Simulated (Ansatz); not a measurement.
# Cyclo-(F2SiSe)3 (Si₃Se₃F₆): geometry, orbitals and charge

Aim: characterise cyclo-(F2SiSe)3 (Si₃Se₃F₆) as a singlet: its structure, frontier levels and distribution of charge.

The runs use Ansatz 0.2.0, Gaussian basis; RKS PBE0-D4/def2-TZVP.

The runs, in order: relaxation at PBE-D4/def2-SVP; a single point at PBE0-D4/def2-TZVP.

## 1. The starting structure

12 atoms, charge 0, spin multiplicity 1.

Atoms are counted from 1 here; the program's logs count them from 0.

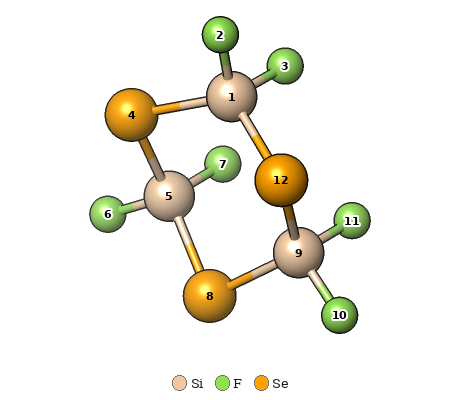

The starting geometry (silicon light orange, fluorine green, selenium orange); atoms are numbered from 1 in the order of the file.

The start is a GFN2-xTB geometry.

## 2. Optimising with PBE-D4/def2-SVP

Input file in.yaml:

```yaml
crystal:
  periodic: [false, false, false]
  atoms:
    - {symbol: Si, position_ang: [0.154580, 1.952470, 0.029750]}
    - {symbol: F, position_ang: [0.464520, 3.506600, -0.013340]}
    - {symbol: F, position_ang: [-1.353880, 1.931080, 0.548870]}
    - {symbol: Se, position_ang: [1.510620, 1.054060, 1.604480]}
    - {symbol: Si, position_ang: [0.659840, -1.042740, 1.525450]}
    - {symbol: F, position_ang: [1.389490, -1.874340, 2.661150]}
    - {symbol: F, position_ang: [-0.848480, -1.027060, 2.044200]}
    - {symbol: Se, position_ang: [0.795250, -2.273560, -0.369940]}
    - {symbol: Si, position_ang: [-0.448780, -0.908420, -1.680020]}
    - {symbol: F, position_ang: [-0.594660, -1.632900, -3.083450]}
    - {symbol: F, position_ang: [-1.956090, -0.894920, -1.159780]}
    - {symbol: Se, position_ang: [0.227580, 1.209730, -2.107350]}
basis:
  gaussian: {orbitals: def2-SVP}
hamiltonian: {xc: pbe, dispersion: d4}
scf: {lower_state_search: "off"}
output: {orbitals: {seedname: orbitals}}
relax: {f_tol: 0.03, max_steps: 70}
```

Run with:

```
> ansatz run in.yaml --threads 2 --pin off --events-out ev --progress --plain --max-ram 32768MiB --backend cuda --devices 0, --max-vram 18GiB
```

Output (excerpt; [...] marks lines left out):

```text
Functional definition: PBE
  name "PBE"
  cite "Perdew, Burke & Ernzerhof, Phys. Rev. Lett. 77, 3865 (1996) doi:10.1103/PhysRevLett.77.3865"
  parent pbe
[...]
2514 factors; their error is unknown
[...]
mean field -235896.55748884 eV, -8669.0385912853 hartree, gradient 7.6e-6 eV, S^2 0.000000; 0 other end points of the search recorded, 0 dependent functions left out
[...]
reference -235896.55752676 eV, -8669.0385926790 hartree; 99, 99 occupied and 135, 135 virtual orbitals, 2514 factors
relax step   1: F+E_penalty+E_count = -235897.37162282 eV  Δ(F+E_penalty+E_count) = +0.000e0 eV  max|allowed force component| = 1.372e0 eV/Å  Δτ_max = 0.0000 Å  (17 SCF iters, accepted)
[...]
relax step   4: F+E_penalty+E_count = -235897.66307522 eV  Δ(F+E_penalty+E_count) = -8.619e-3 eV  max|allowed force component| = 1.133e-1 eV/Å  Δτ_max = 0.0530 Å  (19 SCF iters, accepted)
[...]
relax step   5: F+E_penalty+E_count = -235897.66412658 eV  Δ(F+E_penalty+E_count) = -1.051e-3 eV  max|allowed force component| = 6.567e-3 eV/Å  Δτ_max = 0.0053 Å  (21 SCF iters, accepted)
Total energy: -235897.66416437 eV, -8669.0792608607 hartree
Atom 0 at     0.115763     1.950319     0.042015 Å, force    -0.001036     0.006567     0.000939 eV/Å
Atom 1 at     0.512041     3.521428    -0.028729 Å, force     0.000839    -0.001052    -0.000258 eV/Å
Atom 2 at    -1.414062     1.820429     0.564695 Å, force     0.000660    -0.000404    -0.000013 eV/Å
Atom 3 at     1.549871     1.039434     1.561998 Å, force     0.000030     0.000143     0.000066 eV/Å
Atom 4 at     0.621720    -1.042488     1.532479 Å, force    -0.000242    -0.004201     0.005351 eV/Å
Atom 5 at     1.428247    -1.883746     2.660451 Å, force     0.000304     0.000823    -0.000987 eV/Å
Atom 6 at    -0.941915    -0.966684     1.956358 Å, force     0.000166     0.000297    -0.000757 eV/Å
Atom 7 at     0.861119    -2.241402    -0.391641 Å, force     0.001366     0.000739    -0.000443 eV/Å
Atom 8 at    -0.481794    -0.908172    -1.662804 Å, force    -0.003785    -0.003737    -0.004277 eV/Å
Atom 9 at    -0.563780    -1.641238    -3.107244 Å, force     0.000858     0.000586     0.000630 eV/Å
Atom 10 at    -1.971853    -0.841328    -1.025912 Å, force     0.000672     0.000525     0.000359 eV/Å
Atom 11 at     0.284634     1.193447    -2.101645 Å, force     0.000166    -0.000285    -0.000610 eV/Å
Dipole moment:     0.325008    -0.000211    -0.112205 e Å
Checks for a lower state left out: stability, starts, cluster_reference, orbital_swaps, neighbouring_geometries, increment
```

Run time: 7.5 s. Hardware: 1 × H100 (card shared with other runs) with 2 threads of AMD EPYC 7R13, shared host; peak host memory 0.88 GiB.

Step by step:

```csv
step,energy from step 1 (eV),largest force component (eV/Å)
1,0.0000,1.3724
2,-0.1997,0.6187
3,-0.2828,0.2571
4,-0.2915,0.1133
5,-0.2925,0.0066
```

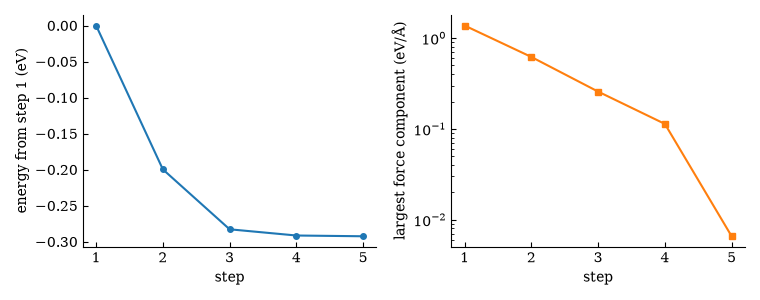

Energy and force, step by step.

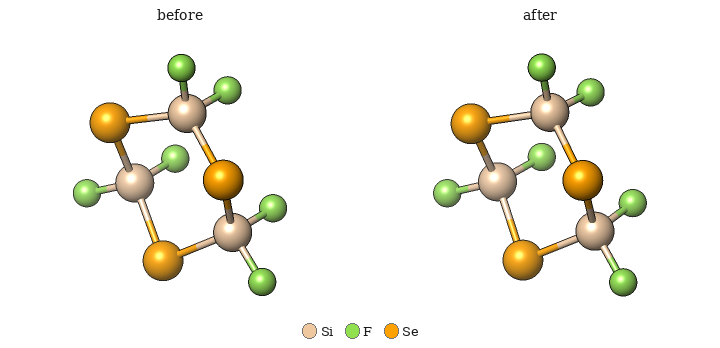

The geometry before (left) and after (right).

Close pairs (by a distance rule), those that changed most:

```csv
bond,before (Å),after (Å),change (Å)
Si1–F2,1.585,1.622,+0.037
Si5–F6,1.585,1.622,+0.036
Si9–F10,1.586,1.622,+0.036
Si9–F11,1.595,1.622,+0.027
Si5–F7,1.595,1.622,+0.027
Si1–F3,1.595,1.622,+0.026
Si1–Se12,2.264,2.280,+0.016
Si5–Se8,2.264,2.280,+0.016
```

Bonds by kind at the end (by distance):

```csv
bond,count,shortest (Å),longest (Å)
F–Si,6,1.622,1.622
Se–Si,6,2.280,2.280
```

## 3. Single point, PBE0-D4/def2-TZVP

start.molden holds the orbitals of an earlier run on this state, given as this run's starting guess.

Input file in.yaml:

```yaml
crystal:
  periodic: [false, false, false]
  atoms:
    - {symbol: Si, position_ang: [0.115763, 1.950319, 0.042015]}
    - {symbol: F, position_ang: [0.512041, 3.521428, -0.028729]}
    - {symbol: F, position_ang: [-1.414062, 1.820429, 0.564695]}
    - {symbol: Se, position_ang: [1.549871, 1.039434, 1.561998]}
    - {symbol: Si, position_ang: [0.621720, -1.042488, 1.532479]}
    - {symbol: F, position_ang: [1.428247, -1.883746, 2.660451]}
    - {symbol: F, position_ang: [-0.941915, -0.966684, 1.956358]}
    - {symbol: Se, position_ang: [0.861119, -2.241402, -0.391641]}
    - {symbol: Si, position_ang: [-0.481794, -0.908172, -1.662804]}
    - {symbol: F, position_ang: [-0.563780, -1.641238, -3.107244]}
    - {symbol: F, position_ang: [-1.971853, -0.841328, -1.025912]}
    - {symbol: Se, position_ang: [0.284634, 1.193447, -2.101645]}
basis:
  gaussian: {orbitals: def2-TZVP, fitting: {mean_field: def2-universal-jkfit}, initial_orbitals: start.molden}
hamiltonian: {xc: pbe0, dispersion: d4}
scf: {omitted_lower_state_checks: [starts]}
output: {orbitals: {seedname: orbitals}}
```

The command is unchanged.

Output:

```text
Functional definition: PBE0
  name "PBE0"
  cite "Adamo & Barone, J. Chem. Phys. 110, 6158 (1999) doi:10.1063/1.478522"
  cite "Perdew, Burke & Ernzerhof, Phys. Rev. Lett. 77, 3865 (1996) doi:10.1103/PhysRevLett.77.3865"
  parent pbe
  parameter a = 0.25
  parameter kappa = 0.804
  parameter beta = 0.06672455060314922
  exchange = (1 - a)*pbe_x(kappa = kappa, mu = beta*pi^2/3) + a*exact_x
  correlation = pbe_c(beta = beta)
these checks for a lower state are left out or cut short: starts
1644 factors; integrals over basis functions are off by at most 1.6e0 eV
mean field evaluation 1: about -235947.0137 eV, gradient 3.6e2 eV
mean field evaluation 2: about -235958.2638 eV, gradient 1.4e1 eV
mean field evaluation 4: about -235958.8393 eV, gradient 1.6e-3 eV
mean field -235958.83820962 eV, -8671.3273655585 hartree, gradient 3.2e-5 eV, S^2 0.000000; 0 other end points of the search recorded, 0 dependent functions left out
reference -235958.83824360 eV, -8671.3273668072 hartree; 99, 99 occupied and 342, 342 virtual orbitals, 1644 factors
Total energy: -235959.55852315 eV, -8671.3538365926 hartree
Checks for a lower state left out: starts
```

Wall time 2.2 s (1 × H100 (card shared with other runs) with 2 threads of AMD EPYC 7R13, shared host); peak host memory 0.83 GiB.

From the report: HOMO -8.14 eV, LUMO -2.00 eV.

Mulliken charges, from this run's orbitals:

```csv
atom,value (e)
Si1,0.68
F2,-0.28
F3,-0.26
Se4,-0.14
Si5,0.68
F6,-0.28
F7,-0.26
Se8,-0.14
Si9,0.68
F10,-0.28
F11,-0.26
Se12,-0.14
```

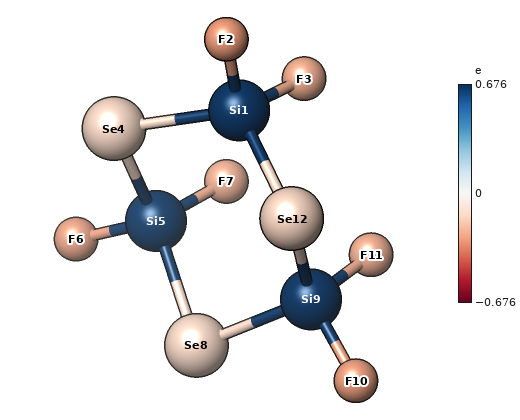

Mulliken charges, from this run's orbitals, as colours on the atoms.

Largest Mayer bond orders: Si1–F3 1.16; Si5–F7 1.16; Si9–F11 1.16; Si1–F2 1.14; Si5–F6 1.14; Si9–F10 1.14; Si1–Se4 1.12; Si1–Se12 1.12; Se4–Si5 1.12; Si5–Se8 1.12.

## 4. Outcome

| quantity | value |
| --- | --- |
| point group | C3v |
| commonest bond | F–Si, 6 of mean length 1.622 Å |
| HOMO, LUMO at PBE0-D4/def2-TZVP | -8.14, -2.00 eV |
| dipole at PBE-D4/def2-SVP | 1.65 D |

**Reading.** The molecule keeps its bonding pattern by the stored test; the atoms moved 0.08 Å (rms). No usable vibrations, so a minimum isn't proven.
